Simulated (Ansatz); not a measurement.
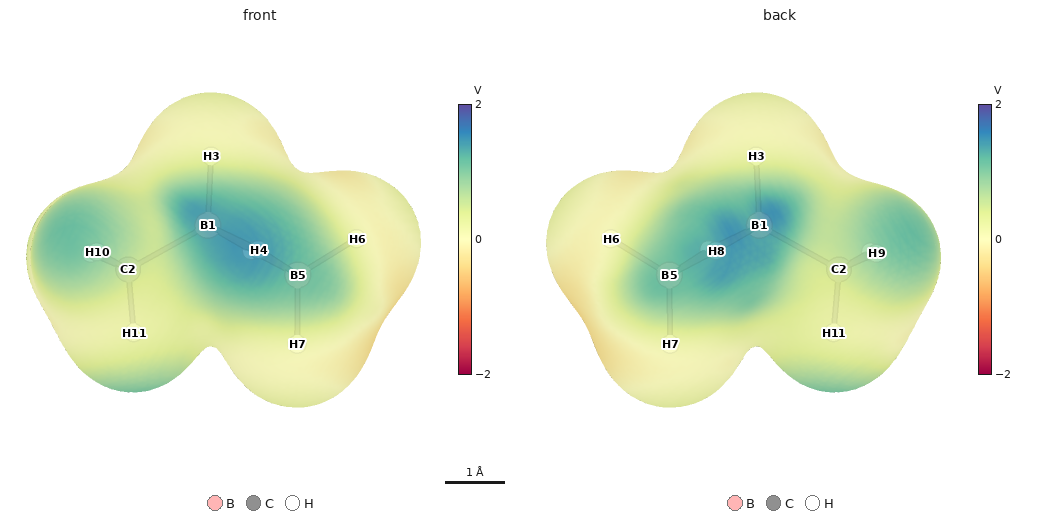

CH8B2 (diborane mono Me). The electrostatic potential painted on the density surface at 0.004 e/bohr³, seen from the front and from behind; the colour scale runs from red (negative) to blue (positive).

Geometry: r2SCAN-D4/def2-TZVP.

The calculation used Ansatz, RKS PBE0-D4/def2-TZVP.

```yaml
atoms:
  - { symbol: B, position_ang: [-0.3676, 0.4477, 0.0178] }
  - { symbol: C, position_ang: [-0.9619, -0.8365, 0.6986] }
  - { symbol: H, position_ang: [-0.9863, 1.4686, -0.0399] }
  - { symbol: H, position_ang: [0.8455, 0.7556, 0.4948] }
  - { symbol: B, position_ang: [1.2478, 0.4715, -0.7065] }
  - { symbol: H, position_ang: [1.6502, 1.4720, -1.2105] }
  - { symbol: H, position_ang: [1.8980, -0.5274, -0.6699] }
  - { symbol: H, position_ang: [0.0859, 0.1987, -1.2174] }
  - { symbol: H, position_ang: [-1.8962, -1.1275, 0.2076] }
  - { symbol: H, position_ang: [-1.2263, -0.6261, 1.7399] }
  - { symbol: H, position_ang: [-0.2891, -1.6967, 0.6855] }
```

Question: Describe the electrostatic potential map.

Answer: The most negative region (about −0.3 V) lies over H7, the most positive (about +1.5 V) over B1, H4 and H8.
